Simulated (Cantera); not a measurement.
A closed system holds: 1 mol HMDSO, 0.16 mol O2, equilibrated at 0.100 bar.

Cantera equilibrium calculation (NASA polynomials, part measured and part estimated; ideal gas, pure solids and liquids). Candidate condensed phases: C, C6H6, C7H8, C8H18, H2O, Si, SiC, SiO2; 123 gas species. The feed counts by its element totals alone. Mutual solubility and eutectic melting of coexisting phases are not modelled. The tables hold silica as quartz up to 1696 K and as liquid above; real silica turns to tridymite and cristobalite and melts near 1996 K. Kinetics and transport are ignored.

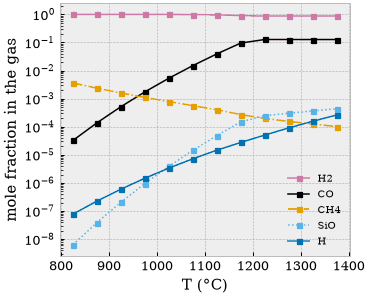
*Equilibrium gas composition (values under 1e-9 drawn at 1e-9)*

### Question
Read off the mole fractions at 1325 °C.

### Answer
H2 about 0.87, CO about 0.13, SiO about 0.00037, H about 0.00016, CH4 about 0.00013.
